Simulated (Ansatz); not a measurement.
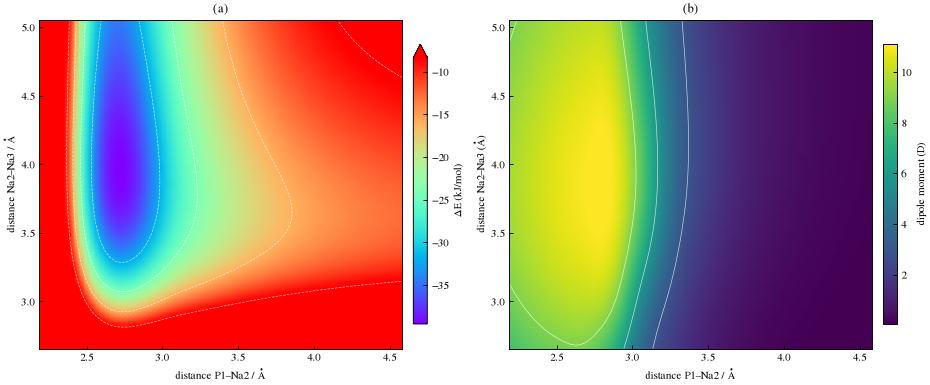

The system P + Na₂, spin multiplicity 4. The first coordinate is: distance P1–Na2; the second: distance Na2–Na3. Nothing is relaxed (the angle P1–Na2–Na3 is fixed at 140 degrees). Grid: 14 × 14 points. Points are written as (first, second). Energies: kJ/mol, counted from P far from the relaxed NaNa (each part in its own basis). In part of the range the unrestricted reference is strongly spin-contaminated. All numbers below come from UHF/def2-SVPD in Ansatz.

Panel (a) is the energy and panel (b) the computed dipole moment on the same grid.

The picture shows a smooth colour map with a few white contour lines, one colour for all values above the top of the scale. Between grid points the surface is interpolated.

How does the dipole moment vary over the map, and what is it at the lowest grid point?

Leaving out the highest fifth of the energies, it runs from 0.1 D at (4.584 Å, 3.013 Å) to 11.1 D at (2.703 Å, 3.933 Å). At the lowest grid point, (2.703 Å, 3.933 Å), it is 11.1 D.
